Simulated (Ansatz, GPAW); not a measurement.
## Dielectric function and optical constants of Li3SCl (model structure)

Aim: the dielectric function of Li3SCl (model structure), and the optical constants that follow from it. The structure is a model built here, which may or may not match a known phase. It was built so: All Br replaced by Cl and O replaced by S in the Pm-3m structure of Li3BrO. The cell is first relaxed with Ansatz.

Program: GPAW 26.7.0. Level of theory: DFT, PBE, plane-wave PAW (GPAW data sets), scalar-relativistic, RPA, optical limit. Results are calculated unless marked as measured.

## Step 1: The structure

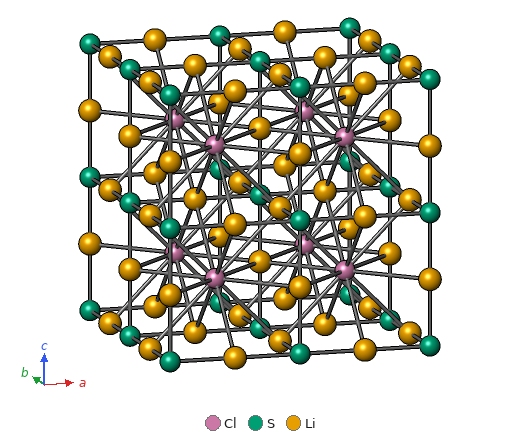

The starting structure, seen slightly off an axis (chlorine pink, sulfur teal, lithium orange). 2×2×2 cells are drawn. Some periodic images of atoms are drawn too.

## Step 2: Relaxation

Spectra hang on bond lengths, so the cell is first brought to its minimum.

This step: DFT, PBE, plane-wave PAW, default files, scalar-relativistic, relaxation (Ansatz 0.2.0).

Input file input.yaml:

```yaml
crystal:
  lattice:
    - [4.19048842, 0.0, 0.0]
    - [0.0, 4.19048842, 0.0]
    - [0.0, 0.0, 4.19048842]
  atoms:
    - { symbol: Cl, position: [0.5, 0.5, 0.5] }
    - { symbol: S, position: [0.0, 0.0, 0.0] }
    - { symbol: Li, position: [0.0, 0.0, 0.5] }
    - { symbol: Li, position: [0.0, 0.5, 0.0] }
    - { symbol: Li, position: [0.5, 0.0, 0.0] }
kpoints:
  mp_grid: { grid: [5, 5, 5] }
scf:
  occupations: { method: fermi_dirac, width: 0.05 }
hamiltonian:
  xc: pbe
output:
  forces: true
  stress: true
relax:
  f_tol: 0.02
  max_steps: 50
  cell: {}
```

Launch:

```
$ ansatz run input.yaml --threads 1 --pin off --max-ram 4096MiB --backend cpu --events-out ev --progress --plain --runs-dir out
```

Numbers of over 12 decimals in the logs are rounded to 6 here.

The program printed:

```text
Engine: ansatz 0.2.0, aarch64-unknown-linux-gnu
Pseudopotentials: kind: paw
Pseudopotential: Cl, paw, valence charge 7, recommended cutoff 420 eV (normal), Cl.paw.azcp
Pseudopotential: S, paw, valence charge 6, recommended cutoff 420 eV (normal), S.paw.azcp
Pseudopotential: Li, paw, valence charge 3, recommended cutoff 420 eV (normal), Li.paw.azcp
Functional definition: PBE
  parameter kappa = 0.804
  parameter beta = 0.066725
  exchange = pbe_x(kappa = kappa, mu = beta*pi^2/3)
  correlation = pbe_c(beta = beta)
Crystal: 5 atoms, lattice volume = 73.586 Å³
Basis set: ecut = 420 eV, 1419 PW (Γ), exchange–correlation on 60×60×60 points (8 copies of the dense FFT grid, shifted against one another)
Bands: 16, of which v1, the nominal top of the filled ones, is band 11 counted from 1 (10 counted from 0)
Symmetry: 48 space group operations
Space group: Pm-3m (ITA 221), of the structure as read, at distance tolerance 4.2e-5 Å
k-points: 10 of 125
Non-local potential: Cl, projectors of the file, l = 0: 2, l = 1: 2, l = 2: 2
Non-local potential: S, projectors of the file, l = 0: 2, l = 1: 2, l = 2: 2
Non-local potential: Li, projectors of the file, l = 0: 3, l = 1: 2, l = 2: 1
PAW form: soft (Blöchl's): semilocal exchange-correlation on the pseudo side does not see the compensation charge
PAW one-centre angular grid: Cl, 110 points (default); XC on 64 Gauss nodes
PAW one-centre angular grid: S, 110 points (default); XC on 64 Gauss nodes
PAW one-centre angular grid: Li, 110 points (default); XC on 64 Gauss nodes
Initial density: superposition of atomic densities (neutral atoms: chi_scale 0, normalization atom), corrected by the library's trained network
Initial wavefunctions: pseudopotential atomic-orbital guess
Functional: x = pbe(κ = 0.804, μ = 0.219515), c = pbe(β = 0.066725)
SCF iter   1: F=—  HF=-2601.717055 eV  |F-HF|=—  |Δ(HF+E_count)|=         —  Δρ=1.82e-3  dr2=6.36e-3  ethr=1.77e-3  ⟨swp⟩=5.5  Hψ=826  notcnv=0
preconditioner: auto → Resta (q_TF=auto, 2.231 Å⁻¹)  ε∞=3.2  [insulator: Δε(μ)=4.271 eV  Ē_g=11.578 eV  σ=0.050 eV  W_gap=1.00  n_scr=18 (ndim 8)  ℏωp=17.3 eV  f_vac=0.000  D(μ)=0.00/eV (n_scr^D=0)  ε∞_Penn≈3.2]
SCF iter   2: F=—  HF=-2601.714081 eV  |F-HF|=—  |Δ(HF+E_count)|=   2.97e-3  Δρ=5.81e-4  dr2=5.92e-4  ethr=2.89e-5  ⟨swp⟩=1.8  Hψ=268  notcnv=0
SCF iter   3: F=—  HF=-2601.713917 eV  |F-HF|=—  |Δ(HF+E_count)|=   1.64e-4  Δρ=2.93e-4  dr2=1.04e-4  ethr=2.69e-6  ⟨swp⟩=2.0  Hψ=174  notcnv=0
SCF iter   4: F=—  HF=-2601.713911 eV  |F-HF|=—  |Δ(HF+E_count)|=   6.14e-6  Δρ=6.35e-5  dr2=2.96e-6  ethr=4.71e-7  ⟨swp⟩=2.3  Hψ=208  notcnv=0
SCF iter   5: F=—  HF=-2601.714130 eV  |F-HF|=—  |Δ(HF+E_count)|=   2.19e-4  Δρ=1.55e-5  dr2=1.62e-7  ethr=1.35e-8  ⟨swp⟩=2.0  Hψ=260  notcnv=0
SCF iter   6: F=-2601.714130 eV  HF=-2601.714130 eV  |F-HF|=1.92e-9  |Δ(HF+E_count)|=   1.46e-7  Δρ=2.02e-6  dr2=2.59e-9  ethr=4.55e-10  ⟨swp⟩=4.0  Hψ=495  notcnv=0
SCF 1 converged in 6 iterations: F = -2601.714130 eV  dr2 = 2.59e-9
  greatest PAW one-centre occupation: 1.000 electrons in one spin orbital (limit 2), on the Li atom at site 4 (counted from 0), in its partial waves of l = 0
relax step   1: F+E_penalty+E_count = -2601.71412994 eV  Δ(F+E_penalty+E_count) = +0.000e0 eV  max|allowed force component| = 6.968e-30 eV/Å  Δτ_max = 0.0000 Å  P = +13.501 GPa  Ω = 73.586 Å³  (6 SCF iters, dr2 threshold 1.00e-7 eV, accepted)
Crystal: 5 atoms, lattice volume = 83.167 Å³
Basis set: ecut = 420 eV, 1647 PW (Γ), exchange–correlation on 60×60×60 points (8 copies of the dense FFT grid, shifted against one another)
Initial density: handed on by an earlier stage of this run
Initial wavefunctions: those handed on with the density
iter 1 solved again at ethr=9.89e-4 eV; its pass at ethr=3.10e-3 eV (dr2=2.18e-1 eV) is discarded
SCF iter   1: F=—  HF=-2602.354242 eV  |F-HF|=—  |Δ(HF+E_count)|=         —  Δρ=9.09e-3  dr2=2.16e-1  ethr=9.89e-4  ⟨swp⟩=1.0  Hψ=1024  notcnv=0
preconditioner: auto → Resta (q_TF=auto, 2.186 Å⁻¹)  ε∞=3.1  [insulator: Δε(μ)=4.286 eV  Ē_g=11.158 eV  σ=0.050 eV  W_gap=1.00  n_scr=18 (ndim 8)  ℏωp=16.3 eV  f_vac=0.000  D(μ)=0.00/eV (n_scr^D=0)  ε∞_Penn≈3.1]
SCF iter   2: F=—  HF=-2602.283090 eV  |F-HF|=—  |Δ(HF+E_count)|=   7.12e-2  Δρ=3.24e-3  dr2=2.79e-2  ethr=9.83e-4  ⟨swp⟩=2.1  Hψ=238  notcnv=0
SCF iter   3: F=—  HF=-2602.272888 eV  |F-HF|=—  |Δ(HF+E_count)|=   1.02e-2  Δρ=1.67e-3  dr2=4.06e-3  ethr=1.27e-4  ⟨swp⟩=2.1  Hψ=278  notcnv=0  defer=9
SCF iter   4: F=—  HF=-2602.272065 eV  |F-HF|=—  |Δ(HF+E_count)|=   8.24e-4  Δρ=2.73e-4  dr2=6.69e-5  ethr=1.85e-5  ⟨swp⟩=2.5  Hψ=211  notcnv=0  defer=9
SCF iter   5: F=—  HF=-2602.272398 eV  |F-HF|=—  |Δ(HF+E_count)|=   3.33e-4  Δρ=7.55e-5  dr2=4.55e-6  ethr=3.04e-7  ⟨swp⟩=2.0  Hψ=231  notcnv=0  defer=9
SCF iter   6: F=-2602.272403 eV  HF=-2602.272402 eV  |F-HF|=2.73e-7  |Δ(HF+E_count)|=   4.57e-6  Δρ=1.32e-5  dr2=1.49e-7  ethr=2.27e-9  ⟨swp⟩=4.3  Hψ=510  notcnv=0
SCF 2 converged in 6 iterations: F = -2602.272403 eV  dr2 = 1.49e-7
relax step   2: F+E_penalty+E_count = -2602.27240256 eV  Δ(F+E_penalty+E_count) = -5.583e-1 eV  max|allowed force component| = 1.002e-29 eV/Å  Δτ_max = 0.0000 Å  P = +5.852 GPa  Ω = 83.167 Å³  energy of the carried Pulay correction = -1.113e-4 eV  (6 SCF iters, dr2 threshold 5.00e-7 eV, accepted)
Crystal: 5 atoms, lattice volume = 92.342 Å³
Basis set: ecut = 420 eV, 1839 PW (Γ), exchange–correlation on 60×60×60 points (8 copies of the dense FFT grid, shifted against one another)
iter 1 solved again at ethr=6.23e-4 eV; its pass at ethr=3.10e-3 eV (dr2=1.37e-1 eV) is discarded
SCF iter   1: F=—  HF=-2602.522802 eV  |F-HF|=—  |Δ(HF+E_count)|=         —  Δρ=6.73e-3  dr2=1.37e-1  ethr=6.23e-4  ⟨swp⟩=1.0  Hψ=1040  notcnv=0
preconditioner: auto → Resta (q_TF=auto, 2.148 Å⁻¹)  ε∞=3.1  [insulator: Δε(μ)=4.203 eV  Ē_g=10.775 eV  σ=0.050 eV  W_gap=1.00  n_scr=18 (ndim 8)  ℏωp=15.5 eV  f_vac=0.000  D(μ)=0.00/eV (n_scr^D=0)  ε∞_Penn≈3.1]
SCF iter   2: F=—  HF=-2602.477833 eV  |F-HF|=—  |Δ(HF+E_count)|=   4.50e-2  Δρ=2.43e-3  dr2=1.77e-2  ethr=6.23e-4  ⟨swp⟩=2.3  Hψ=246  notcnv=0
SCF iter   3: F=—  HF=-2602.471492 eV  |F-HF|=—  |Δ(HF+E_count)|=   6.34e-3  Δρ=1.28e-3  dr2=2.97e-3  ethr=8.03e-5  ⟨swp⟩=2.0  Hψ=257  notcnv=0  defer=5
SCF iter   4: F=—  HF=-2602.470897 eV  |F-HF|=—  |Δ(HF+E_count)|=   5.95e-4  Δρ=2.21e-4  dr2=4.88e-5  ethr=1.35e-5  ⟨swp⟩=2.6  Hψ=215  notcnv=0  defer=5
SCF iter   5: F=—  HF=-2602.471186 eV  |F-HF|=—  |Δ(HF+E_count)|=   2.89e-4  Δρ=5.86e-5  dr2=3.30e-6  ethr=2.22e-7  ⟨swp⟩=2.0  Hψ=252  notcnv=0  defer=5
SCF iter   6: F=-2602.471192 eV  HF=-2602.471192 eV  |F-HF|=2.37e-7  |Δ(HF+E_count)|=   5.45e-6  Δρ=1.13e-5  dr2=1.00e-7  ethr=2.27e-9  ⟨swp⟩=4.5  Hψ=510  notcnv=0
SCF 3 converged in 6 iterations: F = -2602.471192 eV  dr2 = 1.00e-7
relax step   3: F+E_penalty+E_count = -2602.47119205 eV  Δ(F+E_penalty+E_count) = -1.988e-1 eV  max|allowed force component| = 1.238e-30 eV/Å  Δτ_max = 0.0000 Å  P = +1.445 GPa  Ω = 92.342 Å³  energy of the carried Pulay correction = -2.059e-4 eV  (6 SCF iters, dr2 threshold 5.00e-7 eV, accepted)
[...]
relax step   4: F+E_penalty+E_count = -2602.48912553 eV  Δ(F+E_penalty+E_count) = -1.793e-2 eV  max|allowed force component| = 8.258e-31 eV/Å  Δτ_max = 0.0000 Å  P = +0.252 GPa  Ω = 95.804 Å³  energy of the carried Pulay correction = -2.390e-4 eV  (6 SCF iters, dr2 threshold 5.00e-7 eV, accepted)
[...]
relax step   5: F+E_penalty+E_count = -2602.48975538 eV  Δ(F+E_penalty+E_count) = -6.298e-4 eV  max|allowed force component| = 6.521e-30 eV/Å  Δτ_max = 0.0000 Å  P = +0.004 GPa  Ω = 96.605 Å³  energy of the carried Pulay correction = -2.465e-4 eV  (5 SCF iters, dr2 threshold 1.59e-7 eV, accepted)
[...]
relax step   6: F+E_penalty+E_count = -2602.49228736 eV  Δ(F+E_penalty+E_count) = -2.532e-3 eV  max|allowed force component| = 5.174e-30 eV/Å  Δτ_max = 0.0000 Å  P = +0.059 GPa  Ω = 96.605 Å³  stress off target by 5.87e-2 GPa  SCF on the basis re-selected at this cell (its energy is not comparable with the rows above)  (7 SCF iters)
[...]
relax step   7: F+E_penalty+E_count = -2602.49232164 eV  Δ(F+E_penalty+E_count) = -3.428e-5 eV  max|allowed force component| = 3.132e-30 eV/Å  Δτ_max = 0.0000 Å  P = +0.002 GPa  Ω = 96.796 Å³  energy of the carried Pulay correction = -1.924e-6 eV  (5 SCF iters, dr2 threshold 8.60e-9 eV, accepted)
iter 1 solved again at ethr=3.73e-7 eV; its pass at ethr=3.10e-3 eV (dr2=8.22e-5 eV) is discarded
SCF iter   1: F=—  HF=-2602.492461 eV  |F-HF|=—  |Δ(HF+E_count)|=         —  Δρ=4.99e-6  dr2=1.76e-8  ethr=3.73e-7  ⟨swp⟩=3.1  Hψ=1243  notcnv=0
eigensolver tolerance schedule: the retry pair's looser diagonalisation over-reported the residual by 4674.84 of it (diagonalisation noise at 1.29 of the residual, at the tolerance the schedule requests for it); recorded, not acted on — ethr = c·dr2/N_el stays at c = 1.0e-1
preconditioner: auto → Resta (q_TF=auto, 2.131 Å⁻¹)  ε∞=3.1  [insulator: Δε(μ)=4.126 eV  Ē_g=10.544 eV  σ=0.050 eV  W_gap=1.00  n_scr=18 (ndim 8)  ℏωp=15.1 eV  f_vac=0.000  D(μ)=0.00/eV (n_scr^D=0)  ε∞_Penn≈3.1]
SCF iter   2: F=—  HF=-2602.492324 eV  |F-HF|=—  |Δ(HF+E_count)|=   1.37e-4  Δρ=2.63e-6  dr2=7.25e-9  ethr=7.99e-11  ⟨swp⟩=3.0  Hψ=365  notcnv=0
SCF iter   3: F=—  HF=-2602.492324 eV  |F-HF|=—  |Δ(HF+E_count)|=  8.96e-10  Δρ=1.63e-6  dr2=2.41e-9  ethr=3.30e-11  ⟨swp⟩=1.2  Hψ=168  notcnv=0
SCF iter   4: F=—  HF=-2602.492324 eV  |F-HF|=—  |Δ(HF+E_count)|=   1.64e-9  Δρ=5.00e-7  dr2=1.45e-10  ethr=1.10e-11  ⟨swp⟩=2.0  Hψ=230  notcnv=0
SCF iter   5: F=-2602.492324 eV  HF=-2602.492324 eV  |F-HF|=4.55e-12  |Δ(HF+E_count)|=  3.37e-10  Δρ=8.67e-8  dr2=1.05e-11  ethr=1.00e-12  ⟨swp⟩=4.0  Hψ=490  notcnv=0
SCF 8 converged in 5 iterations: F = -2602.492324 eV  dr2 = 1.05e-11
relax step   8: F+E_penalty+E_count = -2602.49232380 eV  Δ(F+E_penalty+E_count) = -2.153e-6 eV  max|allowed force component| = 4.884e-30 eV/Å  Δτ_max = 0.0000 Å  P = +0.002 GPa  Ω = 96.796 Å³  stress off target by 2.07e-3 GPa  SCF on the basis re-selected at this cell (its energy is not comparable with the rows above)  (5 SCF iters)
basis re-selected at this cell: Δ(F+E_penalty+E_count) = -2.153e-6 eV, ΔP = -0.000 GPa vs the last step (what re-selecting the basis moved, of the pressure what is left beyond the Pulay correction that the steps carried, after the strain that the cell walked since its last selection, with what the two solves' SCF thresholds leave and, on support functions, any second-order correction that the steps lacked; it is no m [...]
SCF converged after 5 iterations
Free energy (F): -2602.492324 eV
Harris-Foulkes:  -2602.492324 eV  (|F-HF|=4.55e-12)
Internal energy: -2602.492324 eV  (E = F + TS)
E sigma→0 (E₀):  -2602.492324 eV
Fermi energy:    2.906118 eV
--- Per-component energies (eV) ---
  E_band       = -306.388138
  E_kinetic    = 334.830008
  E_local      = -792.802637  (includes V_loc(G=0)·N_el)
  E_nonlocal   = -42.779710
  E_hartree    = 243.631277
  E_xc         = -237.987514
  E_vxc        = -252.877979  (∫ρ·V_xc dr)
  E_paw        = -1322.787272  (= ΣΔE_a)
  E_vpaw       = -40.020520  (= ΣTr[D̂ρ^β])
  E_aug_tail   = 0.000137  (compensation charges beyond the density's cutoff)
  E_ewald      = -784.596613
  E_smearing   = -0.000000  (= −TS)
  E_closure    = -0.000000  (closes the sum)
  Σ components = -2602.492324   (vs F -2602.492324, Δ=0.00e0)
--- Forces (eV/Å), atoms counted from 1 ---
  atom   1  Cl     0.00000000     0.00000000     0.00000000
  atom   2  S      0.00000000    -0.00000000    -0.00000000
  atom   3  Li    -0.00000000    -0.00000000     0.00000000
  atom   4  Li     0.00000000     0.00000000    -0.00000000
  atom   5  Li    -0.00000000     0.00000000     0.00000000
  max |Σ_I F_I| component: 7.13e-30 eV/Å
--- Stress (GPa, compression-positive) ---
        0.002072      -0.000000       0.000000
       -0.000000       0.002072       0.000000
        0.000000       0.000000       0.002072
  P = ⅓ Tr σ = 0.0021 GPa (0.021 kbar)
--- Relaxed structure (6 steps of the walk, 6 accepted, 2 SCFs on fresh bases) ---
  F+E_penalty+E_count = -2602.49232380 eV   max|allowed force component| = 4.884e-30 eV/Å   (the final SCF, on the basis selected at the relaxed cell)
  cell:  # Å, volume = 96.7965 Å³
    - [4.591485, 0, 0]
    - [0, 4.591485, 0]
    - [0, 0, 4.591485]
  atoms:
    - { symbol: Cl, position: [0.500000, 0.500000, 0.500000] }
    - { symbol: S, position: [0, 0, 0] }
    - { symbol: Li, position: [0, 0, 0.500000] }
    - { symbol: Li, position: [0, 0.500000, 0] }
    - { symbol: Li, position: [0.500000, 0, 0] }
```

Wall time 6.2 s (1 thread of Arm Neoverse V2, shared host); peak memory 0.32 GiB.

Step by step:

```csv
step,energy less that of the first step (eV),largest force component (eV/Å),pressure (GPa),volume (Å³)
1,0.0000,0.0000,13.50,73.59
2,-0.5583,0.0000,5.85,83.17
3,-0.7571,0.0000,1.45,92.34
4,-0.7750,0.0000,0.25,95.80
5,-0.7756,0.0000,0.00,96.61
6*,-0.7782,0.0000,0.06,96.61
7,-0.7782,0.0000,0.00,96.80
8*,-0.7782,0.0000,0.00,96.80
```

Relaxation steps marked * repeat the geometry before them on a plane-wave basis chosen anew for their cell, so energy and pressure can jump there.

The run keeps the 48 symmetry operations that it works with, so distortions that break them were not tested.

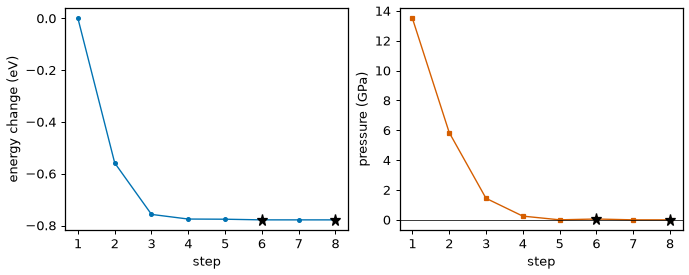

Energy and pressure along the relaxation. Stars mark steps on a basis chosen anew.

```csv
"conventional cell, symmetrised",before,after,change
a (Å),4.190,4.591,+9.6 %
b (Å),4.190,4.591,+9.6 %
c (Å),4.190,4.591,+9.6 %
volume (Å³/atom),14.72,19.36,+31.5 %
```

Final coordinates:

```xyz
5
Lattice="4.5915 0.0000 0.0000 0.0000 4.5915 0.0000 0.0000 0.0000 4.5915" Properties=species:S:1:pos:R:3 pbc="T T T"
Cl    2.2957    2.2957    2.2957
S     0.0000    0.0000    0.0000
Li    0.0000    0.0000    2.2957
Li    0.0000    2.2957    0.0000
Li    2.2957    0.0000    0.0000
```

The relaxation ends with a pressure of 0.00 GPa.

[end of part 1 of 3]

[Machine, clock and banner lines and Python warnings are left out of the logs.]

[Logs are printed without paths, hosts, clocks, repeated set-up lines and the standing remarks that a program may print on its own settings, such as how far it seeks lower states.]

[Hosts, paths, dates, database ids (printed as entryN), source tags and the programs' standing remarks are cut or masked in the printed files.]
